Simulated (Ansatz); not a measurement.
# [BPH5]− (SMILES [BH3-]P) at 6 levels

Wanted: a comparison of 6 runs (HF/STO-3G, BLYP/STO-3G, UB3LYP/STO-3G, CCSDT(Q)/STO-3G, CCSDT/STO-3G, CCSD(T)/STO-3G) of [BPH5]−. 

The results are computed with Ansatz 0.2.0.

1 further run of the same task is left out (set aside as unsound or not needed).

### 1 The system as given

The species is [BPH5]− (7 atoms), meant as a singlet with charge -1. SMILES: `[BH3-]P`. The H6–P2 distance was set to 1.731 Å, away from the relaxed value.

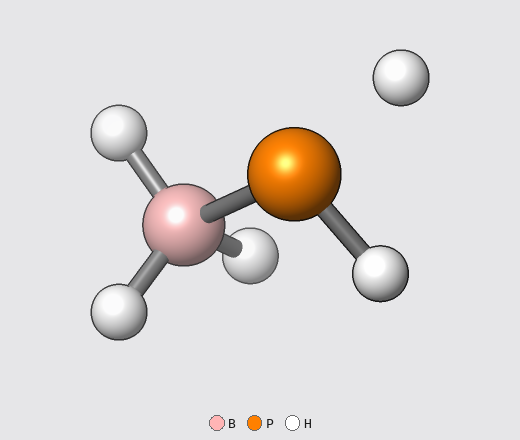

The structure, seen from a chosen angle (boron pink, phosphorus orange, hydrogen white).

### 2 A single-point energy at HF/STO-3G (run 1)

The input, in.yaml:

```yaml
crystal:
  periodic: [false, false, false]
  atoms:
    - symbol: B
      position_ang: [-0.386529, -0.844727, -0.357783]
    - symbol: P
      position_ang: [0.817071, -0.024637, 1.001387]
    - symbol: H
      position_ang: [-1.464769, -0.969057, 0.180477]
    - symbol: H
      position_ang: [0.092231, -1.925977, -0.621283]
    - symbol: H
      position_ang: [-0.437929, -0.119277, -1.324293]
    - symbol: H
      position_ang: [0.219110, 1.599520, 0.971100]
    - symbol: H
      position_ang: [1.878351, 0.335203, 0.186747]
basis:
  gaussian: {orbitals: STO-3G}
accuracy: high
total_charge: -1
hamiltonian: {xc: hf}
```

The run is started by

```sh
ansatz run in.yaml --threads 1 --pin off --max-ram 2610MiB --events-out events.jsonl --progress --plain --runs-dir runs
```

Output:

```text
Warning: RAYON_NUM_THREADS=1 ignored (pool sized by the plan → 1); use --threads N
Functional definition: HF
  name "HF"
  exchange = exact_x
  correlation = 0
332 factors; integrals over basis functions are off by at most 1.3e-8 eV
mean field evaluation 1: about -9905.0047 eV, gradient 1.2e1 eV
mean field evaluation 2: about -9905.0611 eV, gradient 1.2e1 eV
mean field evaluation 4: about -9905.7289 eV, gradient 3.4e-1 eV
mean field evaluation 8: about -9905.7292 eV, gradient 6.1e-7 eV
mean field -9905.72918252 eV, -364.0288331132 hartree, gradient 4.6e-8 eV, S^2 0.000000; 0 other end points of the search recorded, 0 dependent functions left out
reference -9905.72918252 eV, -364.0288331132 hartree; 13, 13 occupied and 6, 6 virtual orbitals, 332 factors
Total energy: -9905.72918252 eV, -364.0288331132 hartree
```

It took 0.1 s on 1 thread of Arm Neoverse V2, shared host.

### 3 The energy at BLYP/STO-3G (run 2)

Edit in.yaml of step 2 so:

```diff
@@ -19,4 +19,4 @@
   gaussian: {orbitals: STO-3G}
+total_charge: -1
+hamiltonian: {xc: {name: BLYP}}
 accuracy: high
-total_charge: -1
-hamiltonian: {xc: hf}
```

The run is started by

```sh
ansatz run in.yaml --threads 1 --pin off --max-ram 2610MiB --events-out events.jsonl --progress --plain --runs-dir runs
```

Output:

```text
Warning: RAYON_NUM_THREADS=1 ignored (pool sized by the plan → 1); use --threads N
Functional definition: BLYP
  name "BLYP"
  parameter beta = 0.0042
  parameter a = 0.04918
  parameter b = 0.132
  parameter c = 0.2533
  parameter d = 0.349
  exchange = b88_x(beta = beta)
  correlation = lyp_c(a = a, b = b, c = c, d = d)
332 factors; integrals over basis functions are off by at most 1.3e-8 eV
mean field evaluation 1: about -9925.9526 eV, gradient 2.2e1 eV
mean field evaluation 2: about -9924.0417 eV, gradient 2.9e1 eV
mean field evaluation 4: about -9927.9389 eV, gradient 4.7e-1 eV
mean field evaluation 8: about -9927.8563 eV, gradient 2.8e-2 eV
mean field evaluation 16: about -9927.8563 eV, gradient 9.6e-9 eV
mean field -9927.85626686 eV, -364.8419884645 hartree, gradient 1.1e-8 eV, S^2 0.000000; 0 other end points of the search recorded, 0 dependent functions left out
reference -9927.85630457 eV, -364.8419898504 hartree; 13, 13 occupied and 6, 6 virtual orbitals, 332 factors
Total energy: -9927.85630457 eV, -364.8419898504 hartree
```

It took 0.98 s on 1 thread of Arm Neoverse V2, shared host; peak memory 0.096 GiB.

### 4 The energy at UB3LYP/STO-3G (run 3)

The input, in.yaml:

```yaml
crystal:
  periodic: [false, false, false]
  atoms:
    - {symbol: B, position_ang: [-0.386529, -0.844727, -0.357783]}
    - {symbol: P, position_ang: [0.817071, -0.024637, 1.001387]}
    - {symbol: H, position_ang: [-1.464769, -0.969057, 0.180477]}
    - {symbol: H, position_ang: [0.092231, -1.925977, -0.621283]}
    - {symbol: H, position_ang: [-0.437929, -0.119277, -1.324293]}
    - {symbol: H, position_ang: [0.219110, 1.599520, 0.971100]}
    - {symbol: H, position_ang: [1.878351, 0.335203, 0.186747]}
basis:
  gaussian:
    orbitals: STO-3G
total_charge: -1
magnetization:
  spin_polarized: true
hamiltonian:
  xc: {name: B3LYP}
accuracy: high
```

The run is started by

```sh
ansatz run in.yaml --threads 1 --pin off --max-ram 2610MiB --events-out events.jsonl --progress --plain --runs-dir runs
```

Output:

```text
Warning: RAYON_NUM_THREADS=1 ignored (pool sized by the plan → 1); use --threads N
Functional definition: B3LYP
  name "B3LYP"
  parameter a0 = 0.2
  parameter ax = 0.72
  parameter ac = 0.81
  exchange = (1 - a0 - ax)*slater_x + ax*b88_x + a0*exact_x
  correlation = (1 - ac)*vwn_rpa_c + ac*lyp_c
332 factors; integrals over basis functions are off by at most 1.3e-8 eV
mean field evaluation 1: about -9928.9582 eV, gradient 1.2e1 eV
mean field evaluation 2: about -9929.0283 eV, gradient 1.1e1 eV
mean field evaluation 4: about -9930.2103 eV, gradient 1.3e-1 eV
mean field evaluation 8: about -9930.1520 eV, gradient 7.8e-4 eV
mean field evaluation 16: about -9930.1520 eV, gradient 7.4e-9 eV
mean field -9930.15197763 eV, -364.9263542793 hartree, gradient 7.4e-9 eV, S^2 0.000000; 0 other end points of the search recorded, 0 dependent functions left out
reference -9930.15200527 eV, -364.9263552949 hartree; 13, 13 occupied and 6, 6 virtual orbitals, 332 factors
Total energy: -9930.15200527 eV, -364.9263552949 hartree
```

It took 1.9 s on 1 thread of Arm Neoverse V2, shared host; peak memory 0.14 GiB.

Runs 4 to 5 aren't shown in full; the table further down has their settings and results.

### 5 The energy at CCSD(T)/STO-3G (run 6)

Edit in.yaml of step 4 so:

```diff
@@ -1 +1,4 @@
+basis:
+  gaussian:
+    orbitals: STO-3G
 crystal:
@@ -10,10 +13,8 @@
     - {symbol: H, position_ang: [1.878351, 0.335203, 0.186747]}
-basis:
-  gaussian:
-    orbitals: STO-3G
 total_charge: -1
-magnetization:
-  spin_polarized: true
-hamiltonian:
-  xc: {name: B3LYP}
+correlation:
+  method: ccsd_t
+  frozen_orbitals: {B: 1, H: 0, P: 5}
 accuracy: high
+scf:
+  omitted_lower_state_checks: [cluster_reference, increment]
```

The run is started by

```sh
ansatz run in.yaml --threads 1 --pin off --max-ram 2610MiB --events-out events.jsonl --progress --plain --runs-dir runs
```

Output, cut to the lines that bear on the results:

```text
Warning: RAYON_NUM_THREADS=1 ignored (pool sized by the plan → 1); use --threads N
Functional definition: HF
  name "HF"
[...]
332 factors; integrals over basis functions are off by at most 1.3e-8 eV
[...]
mean field -9905.72918252 eV, -364.0288331132 hartree, gradient 4.6e-8 eV, S^2 0.000000; 0 other end points of the search recorded, 0 dependent functions left out
6 core orbitals not correlated: weight in the atoms' cores, before any rotation towards them, 1.000 or more for the frozen orbitals, at most 0.000 for the correlated occupied ones
reference -9905.72918252 eV, -364.0288331132 hartree; 7, 7 occupied and 6, 6 virtual orbitals, 332 factors
second order -2.32789467 eV of doubles, -0.00000000 eV of singles
cycle   1  -2.99133900 eV  change   -6.6e-1 eV  update   7.0e-2
[...]
cycle  19  -3.37405460 eV  change   5.0e-10 eV  update   1.1e-9
perturbative correction -0.01844026 eV, -0.0006776670 hartree
Total energy: -9909.12167738 eV, -364.1535049998 hartree
Checks for a lower state left out: cluster_reference, increment
```

Run time: 0.14 s. Hardware: 1 thread of Arm Neoverse V2, shared host.

### 6 All runs side by side

| run | level | frozen core orbitals | energy (Eh) | wall time |
| --- | --- | --- | --- | --- |
| 1 | HF/STO-3G | – | -364.028833 | 0.1 s |
| 2 | BLYP/STO-3G | – | -364.841990 | 0.98 s |
| 3 | UB3LYP/STO-3G | – | -364.926355 | 1.9 s |
| 4 | CCSDT(Q)/STO-3G | 6 | -364.153718 | 0.26 s |
| 5 | CCSDT/STO-3G | 6 | -364.153725 | 0.22 s |
| 6 | CCSD(T)/STO-3G | 6 | -364.153505 | 0.14 s |

### 7 Outcome

```
                                          quantity          value
                               run 6: total energy  -364.15350 Eh
run 6: correlation energy (6 core orbitals frozen)     -124.7 mEh
                             run 6: (T) correction      -0.68 mEh
                              run 6: T1 diagnostic          0.009
```

Below the HF energy at the same shape and in the same basis (STO-3G): CCSDT(Q) -124.9 mEh; CCSDT -124.9 mEh; CCSD(T) -124.7 mEh. Totals of different functionals can't be ranked against each other. In runs 1, 2, 3, 4, 5, 6 the basis is minimal, so the values are rough. All runs together took 3.6 s, the longest 1.9 s.
